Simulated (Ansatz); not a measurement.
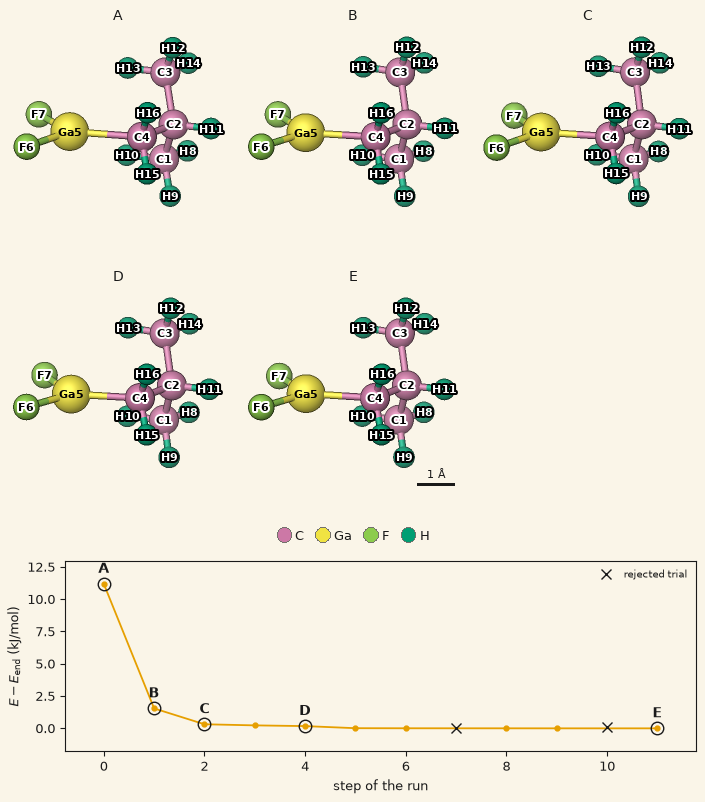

Frames of a relaxation of C$_{4}$H$_{9}$F$_{2}$Ga, marked on the history of the run. The picture is a ball-and-stick view, seen at a tilt.

The start comes from GFN2-xTB.

Level of theory: RKS PBE0-D4/def2-TZVP (Ansatz).

The input:
```yaml
crystal:
  periodic: [false, false, false]
  atoms:
    - {symbol: C, position_ang: [-0.359910, -1.352590, -0.808750]}
    - {symbol: C, position_ang: [0.341690, -0.731510, 0.393730]}
    - {symbol: C, position_ang: [1.624060, -0.028060, -0.036450]}
    - {symbol: C, position_ang: [-0.580890, 0.235030, 1.109520]}
    - {symbol: Ga, position_ang: [-1.163120, 1.785500, -0.119020]}
    - {symbol: F, position_ang: [-2.288970, 2.991630, 0.511470]}
    - {symbol: F, position_ang: [-0.764370, 2.203930, -1.790590]}
    - {symbol: H, position_ang: [0.286580, -2.070110, -1.308060]}
    - {symbol: H, position_ang: [-1.272740, -1.862430, -0.504090]}
    - {symbol: H, position_ang: [-0.619110, -0.564990, -1.523100]}
    - {symbol: H, position_ang: [0.595880, -1.528290, 1.106310]}
    - {symbol: H, position_ang: [2.139620, 0.397900, 0.822820]}
    - {symbol: H, position_ang: [1.378340, 0.778280, -0.734000]}
    - {symbol: H, position_ang: [2.297630, -0.720780, -0.534850]}
    - {symbol: H, position_ang: [-1.507250, -0.236710, 1.441020]}
    - {symbol: H, position_ang: [-0.107430, 0.703200, 1.974040]}
basis:
  gaussian: {orbitals: def2-TZVP}
hamiltonian: {xc: pbe0, dispersion: d4}
relax: {f_tol: 0.005, max_steps: 150}
```

Launched with:
```bash
ansatz run in.yaml --threads 4 --pin off --events-out ev --progress --plain --max-ram 11315MiB
```

> Describe the path.

After 9 accepted moves (11 points after the start) the energy has fallen by 11.2 kJ/mol. The largest force component goes from 0.85 to 0.0019 eV/Å. The line search rejected the trial steps at points 7, 10 of the run. The largest move after the best rigid fit is that of F7, 0.16 Å. By element the largest moves are F 0.16 Å, Ga 0.11 Å, H 0.09 Å, C 0.05 Å. Some distances before and after: C4–Ga5 2.062 → 1.952 Å, Ga5–F6 1.766 → 1.750 Å, C2–C4 1.516 → 1.526 Å, C1–H8 1.087 → 1.092 Å. Among the angles between lasting bonds that change: C4–Ga5–F7 132.6° → 126.3°, C4–Ga5–F6 118.7° → 123.9°, C2–C4–Ga5 111.7° → 114.3°. Cost: 110 s on 4 threads of Arm Neoverse V1, with other jobs on the host. From step 0 to 1: F7 moves most (0.12 Å), energy −9.65 kJ/mol. From step 1 to 2: F7 moves most (0.05 Å), energy −1.23 kJ/mol. From step 2 to 4: F atoms move most (0.04 Å), energy −0.14 kJ/mol. From step 4 to 11: F7 moves most (0.03 Å), energy −0.17 kJ/mol.

| step | E − E(0), kJ/mol | largest force component, eV/Å | note |
| --- | --- | --- | --- |
| 0 | 0.00 | 0.8498 |  |
| 1 | -9.65 | 0.5277 |  |
| 2 | -10.87 | 0.1834 |  |
| 3 | -10.96 | 0.1613 |  |
| 4 | -11.01 | 0.1946 |  |
| 5 | -11.18 | 0.0562 |  |
| 6 | -11.18 | 0.0232 |  |
| 7 | -11.18 | 0.0355 | rejected |
| 8 | -11.18 | 0.0061 |  |
| 9 | -11.19 | 0.0058 |  |
| 10 | -11.11 | 0.1188 | rejected |
| 11 | -11.19 | 0.0019 |  |
